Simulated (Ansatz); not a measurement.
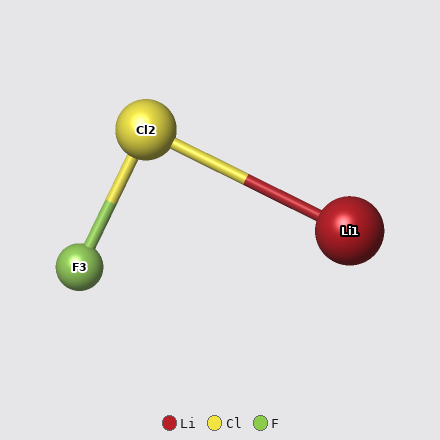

The system is Li⁺ + ClF; the picture shows the reference structure. The first coordinate is: distance Li1–Cl2; the second: distance Cl2–F3. Nothing is relaxed (the angle Li1–Cl2–F3 is fixed at 90 degrees). The grid has 17 × 17 points. Points are written as (first, second). Energies: eV, counted from Li with charge +1 far from the relaxed ClF (each part in its own basis). The reference is spin-restricted, so regions where a bond is pulled apart into radicals lie too high. Method: RKS PBE0-D4/def2-TZVPD in Ansatz 0.2.0.

Its coordinates:

```xyz
3

Li   -2.3990    0.0000    0.0000
Cl    0.0000    0.0000    0.0000
F     0.0000    1.6260    0.0000
```

Range: distance Li1–Cl2 from 1.840 to 3.840 Å; distance Cl2–F3 from 1.296 to 3.296 Å.

### Predict the map.

The lowest grid point is at (2.399 Å, 1.626 Å), −0.43 eV from Li with charge +1 far from the relaxed ClF (each part in its own basis). No other kind of well shows on this grid. The highest grid point, (1.840 Å, 3.296 Å), lies 5.90 eV above the lowest.

```csv
"distance Cl2–F3 ↓, distance Li1–Cl2 →",1.840,1.974,2.170,2.399,2.652,2.926,3.216,3.521,3.840
3.296,5.47,5.02,4.73,4.65,4.68,4.74,4.80,4.85,4.89
2.977,5.01,4.56,4.26,4.18,4.21,4.26,4.32,4.37,4.41
2.672,4.33,3.88,3.57,3.48,3.51,3.56,3.62,3.67,3.71
2.382,3.39,2.93,2.62,2.53,2.55,2.60,2.66,2.72,2.76
2.108,2.21,1.75,1.45,1.35,1.38,1.43,1.49,1.55,1.60
1.855,1.05,0.59,0.28,0.20,0.22,0.28,0.35,0.41,0.46
1.626,0.41,−0.04,−0.34,−0.43,−0.39,−0.33,−0.26,−0.19,−0.14
1.430,1.15,0.69,0.39,0.31,0.35,0.41,0.50,0.57,0.63
1.296,3.39,2.93,2.63,2.54,2.58,2.65,2.74,2.83,2.89
```

The table holds every second grid line.

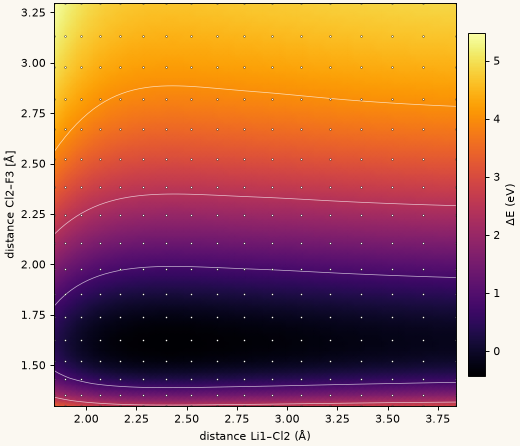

Drawn: a smooth colour map with a few white contour lines, dots at the grid points. Between grid points the surface is interpolated.

Time for the 289 points that were run: 17 min on 1 thread of Arm Neoverse V2 (shared host).
